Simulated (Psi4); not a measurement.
Run report: SiH₂Cl, single-point calculation

- system: SiH₂Cl, multiplicity 2
- method: SCAN/def2-SVP, UKS (Psi4 1.11)

The geometry comes from this level: GFN2-xTB.

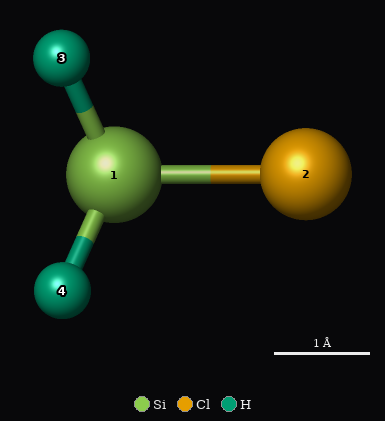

Fig. 1: The input geometry (ball-and-stick view, seen on its broad side; atoms are numbered from 1 in the order of the input).

**Key numbers**

- outcome: converged
- total energy: −750.690802 hartree
- basis functions: 46
- ⟨S²⟩: 0.752
- dipole moment: 1.09 D
- hardware: 1 thread of Intel Xeon (Granite Rapids), 16 GiB of memory available, shared host
- wall time: 17 s
- peak memory: 1 GiB

**The input (input.inp)**
```
memory 1600 MB

molecule m {
  0 2
  Si    -0.283580     0.237700     0.131590
  Cl     1.597690    -0.059610     0.811090
  H     -1.065000    -0.978280     0.263310
  H     -0.249110     0.800200    -1.205980
  symmetry c1
}

set reference uks
set puream true
set scf_type pk
set dft_radial_points 150
set dft_spherical_points 974
set maxiter 150

energy('scan/def2-SVP')
```

Command:
```bash
psi4 -i input.inp -o input.out -n 1
```

**What the program printed**
```
Psi4 1.11 release

   => Loading Basis Set <=

    Name: DEF2-SVP
    Role: ORBITAL
    Keyword: BASIS

         ---------------------------------------------------------
                                   SCF
                              UKS Reference
                        1 Threads,   1525 MiB Core
         ---------------------------------------------------------

  ==> Geometry <==

    Molecular point group: c1
    Full point group: C1

    Geometry (in Angstrom), charge = 0, multiplicity = 2:

       Center              X                  Y                   Z               Mass
    ------------   -----------------  -----------------  -----------------  -----------------
         SI          -1.001102643475     0.170180724397    -0.347068250065    27.976926534650
         CL           0.880167356525    -0.127129275603     0.332431749935    34.968852682000
         H           -1.782522643475    -1.045799275603    -0.215348250065     1.007825032230
         H           -0.966632643475     0.732680724397    -1.684638250065     1.007825032230

  Running in c1 symmetry.

  Rotational constants: A =      4.60223  B =      0.24285  C =      0.23483 [cm^-1]
  Rotational constants: A = 137971.49423  B =   7280.47157  C =   7039.97019 [MHz]
  Nuclear repulsion =   78.978688451799243

  Charge       = 0
  Multiplicity = 2
  Electrons    = 33
  Nalpha       = 17
  Nbeta        = 16

  ==> Algorithm <==

  SCF Algorithm Type is PK.
  DIIS enabled.
  MOM disabled.
  Fractional occupation disabled.
  Guess Type is SAD.
  Energy threshold   = 1.00e-06
  Density threshold  = 1.00e-06
  Integral threshold = 1.00e-12

  ==> Primary Basis <==

  Basis Set: DEF2-SVP
    Blend: DEF2-SVP
    Number of shells: 22
    Number of basis functions: 46
    Number of Cartesian functions: 48
    Spherical Harmonics?: true
    Max angular momentum: 2

  ==> DFT Potential <==

   => LibXC <=

    Version 7.1.2

   => Composite Functional: SCAN <=

    Deriv               =              1
    GGA                 =           TRUE
    Meta                =           TRUE

    Exchange Hybrid     =          FALSE
    MP2 Hybrid          =          FALSE

   => Exchange Functionals <=

    1.0000   XC_MGGA_X_SCAN

   => Correlation Functionals <=

    1.0000   XC_MGGA_C_SCAN

   => LibXC Density Thresholds  <==

    XC_MGGA_C_SCAN:  1.00E-15
    XC_MGGA_X_SCAN:  1.00E-15

   => Molecular Quadrature <=

    Radial Scheme          =       TREUTLER
    Pruning Scheme         =           NONE
    Nuclear Scheme         =       TREUTLER

    Blocking Scheme        =         OCTREE
    BS radius alpha        =              1
    Pruning alpha          =              1
    Radial Points          =            150
    Spherical Points       =            974
    Total Points           =         551244
    Total Blocks           =           3845
    Max Points             =            256
    Max Functions          =             46
    Weights Tolerance      =       1.00E-15

  ==> Integral Setup <==

  Using in-core PK algorithm.
   Calculation information:
      Number of atoms:                   4
      Number of AO shells:              22
      Number of primitives:             46
      Number of atomic orbitals:        48
      Number of basis functions:        46

      Integral cutoff                 1.00e-12
      Number of threads:                 1

  Performing in-core PK
  Using 1169642 doubles for integral storage.
  We computed 31085 shell quartets total.
  Whereas there are 32131 unique shell quartets.

  ==> DiskJK: Disk-Based J/K Matrices <==

    J tasked:                  Yes
    K tasked:                   No
    wK tasked:                  No
    Memory [MiB]:               34
    Schwarz Cutoff:          1E-12

  Cached 50.0% of DFT collocation blocks in 0.763 [GiB].

  Minimum eigenvalue in the overlap matrix is 2.0250744971E-02.
  Reciprocal condition number of the overlap matrix is 5.4544156635E-03.
    Using symmetric orthogonalization.

  ==> Pre-Iterations <==

  SCF Guess: Superposition of Atomic Densities via on-the-fly atomic UHF (no occupation information).

   -------------------------
    Irrep   Nso     Nmo
   -------------------------
     A         46      46
   -------------------------
    Total      46      46
   -------------------------

  ==> Iterations <==

                        Total Energy        Delta E     RMS |[F,P]|

   @UKS iter SAD:  -750.51990003941216   -7.50520e+02   0.00000e+00
   @UKS iter   1:  -750.66076826272990   -1.40868e-01   4.54420e-03 ADIIS/DIIS
   @UKS iter   2:  -750.68009772602090   -1.93295e-02   2.86128e-03 ADIIS/DIIS
   @UKS iter   3:  -750.69013939419813   -1.00417e-02   6.95500e-04 ADIIS/DIIS
   @UKS iter   4:  -750.69074959874524   -6.10205e-04   1.94458e-04 ADIIS/DIIS
   @UKS iter   5:  -750.69079744627038   -4.78475e-05   4.97290e-05 DIIS
   @UKS iter   6:  -750.69080184233951   -4.39607e-06   8.44835e-06 DIIS
   @UKS iter   7:  -750.69080198617917   -1.43840e-07   1.90435e-06 DIIS
   @UKS iter   8:  -750.69080199382188   -7.64271e-09   8.62736e-07 DIIS
  Energy and wave function converged.

  ==> Post-Iterations <==

   Electrons on quadrature grid:
      Nalpha   =   16.9999999994 ; deviation = -6.445e-10
      Nbeta    =   15.9999999992 ; deviation = -8.017e-10
      Ntotal   =   32.9999999986 ; deviation = -1.446e-09

   @Spin Contamination Metric:   2.500496892E-03
   @S^2 Expected:                7.500000000E-01
   @S^2 Observed:                7.525004969E-01
   @S   Expected:                5.000000000E-01
   @S   Observed:                5.000000000E-01

    Orbital Energies [Eh]
    ---------------------

    Alpha Occupied:

       1A   -101.181841     2A    -65.853250     3A     -9.378988
       4A     -7.127049     5A     -7.121752     6A     -7.120539
       7A     -5.251936     8A     -3.598890     9A     -3.596247
      10A     -3.592476    11A     -0.801274    12A     -0.513084
      13A     -0.377845    14A     -0.371084    15A     -0.330158
      16A     -0.298321    17A     -0.198813

    Alpha Virtual:

      18A     -0.013467    19A      0.037997    20A      0.044064
      21A      0.138100    22A      0.296160    23A      0.297205
      24A      0.335778    25A      0.348033    26A      0.368820
      27A      0.466798    28A      0.513796    29A      0.525568
      30A      0.618488    31A      0.680195    32A      0.726952
      33A      0.754510    34A      0.774701    35A      0.797145
      36A      0.903335    37A      0.964695    38A      0.969578
      39A      0.972357    40A      1.332888    41A      1.443059
      42A      1.568467    43A      1.596282    44A      1.714606
      45A      2.058883    46A      2.236906

    Beta Occupied:

       1A   -101.180808     2A    -65.850391     3A     -9.378656
       4A     -7.126296     5A     -7.120170     6A     -7.119775
       7A     -5.248601     8A     -3.594033     9A     -3.589869
      10A     -3.588300    11A     -0.796965    12A     -0.493758
      13A     -0.371872    14A     -0.364036    15A     -0.318415
      16A     -0.294641

    Beta Virtual:

      17A     -0.107676    18A      0.010135    19A      0.055073
      20A      0.075117    21A      0.165239    22A      0.302947
      23A      0.307766    24A      0.371883    25A      0.373630
      26A      0.426848    27A      0.501635    28A      0.541042
      29A      0.547302    30A      0.636707    31A      0.688899
      32A      0.735440    33A      0.767007    34A      0.778013
      35A      0.817360    36A      0.914534    37A      0.971659
      38A      0.972463    39A      0.988567    40A      1.346119
      41A      1.447853    42A      1.569400    43A      1.598838
      44A      1.714860    45A      2.059650    46A      2.236851

    Final Occupation by Irrep:
              A
    DOCC [    16 ]
    SOCC [     1 ]
    NA   [    17 ]
    NB   [    16 ]

  @UKS Final Energy:  -750.69080199382188

   => Energetics <=

    Nuclear Repulsion Energy =             78.9786884517992434
    One-Electron Energy =               -1194.4972964849487198
    Two-Electron Energy =                 414.8055378094458092
    DFT Exchange-Correlation Energy =     -49.9777317701181474
    Empirical Dispersion Energy =           0.0000000000000000
    VV10 Nonlocal Energy =                  0.0000000000000000
    Total Energy =                       -750.6908019938218786

  UHF NO Occupations:
  HONO-2 :   15  A 1.9998202
  HONO-1 :   16  A 1.9990833
  HONO-0 :   17  A 1.0000000
  LUNO+0 :   18  A 0.0009167
  LUNO+1 :   19  A 0.0001798
  LUNO+2 :   20  A 0.0000895
  LUNO+3 :   21  A 0.0000494

Computation Completed

Properties will be evaluated at   0.000000,   0.000000,   0.000000 [a0]

Properties computed using the SCF density matrix

 Multipole Moments:

 ------------------------------------------------------------------------------------
     Multipole            Electronic (a.u.)      Nuclear  (a.u.)        Total (a.u.)
 ------------------------------------------------------------------------------------

 L = 1.  Multiply by 2.5417464519 to convert [e a0] to [Debye]
 Dipole X            :          3.0222849           -3.4048088           -0.3825240
 Dipole Y            :          0.1862038           -0.1734506            0.0127532
 Dipole Z            :          1.8982745           -2.0930649           -0.1947904
 Magnitude           :                                                    0.4294537

 ------------------------------------------------------------------------------------

	total time  =         16 seconds =       0.27 minutes

    Psi4 run time: 0:00:16.20
```
